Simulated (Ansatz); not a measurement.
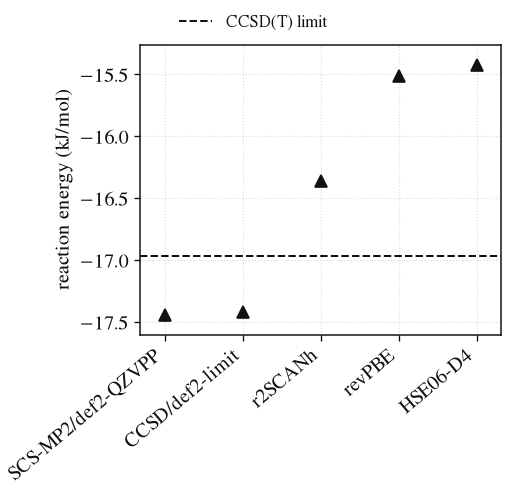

Electronic reaction energy of AlBNH₅O (OB[NH][AlH2]) + SiNH₅ (N[SiH3]) → BSiNH₆O (OBN[SiH3]) + AlNH₄ ([NH2][AlH2]) (SMILES in brackets) at several levels (functionals in def2-TZVPP unless a basis is named), isolated molecules at PBE0-D4 triple-zeta geometries, minima by their frequencies, no zero-point or thermal terms, the Ansatz code. The line is frozen-core CCSD(T) at the basis limit (MP2 extrapolated from triple and quadruple zeta, plus CCSD(T) less MP2 in a smaller set). No dispersion term is added to r2SCANh and revPBE. The distance of SCS-MP2/def2-QZVPP to the limit includes basis error.

Question: What do zero-point energy and temperature add?

Answer: Zero-point change 0.2 kJ/mol; at 298.15 K and 1 bar the CCSD(T) limit plus thermal terms gives an enthalpy of reaction of −16.8 and a free energy of −14.8 kJ/mol (harmonic PBE0-D4 modes, ideal gas).

Question: Which level comes closest to the line (CCSD(T) limit), and which misses most?

Answer: Closest CCSD/def2-limit (−17.4 kJ/mol) and SCS-MP2/def2-QZVPP (−17.4 kJ/mol), against −17.0 kJ/mol; farthest HSE06-D4 (−15.4 kJ/mol).

Note: one conformer of each flexible molecule.
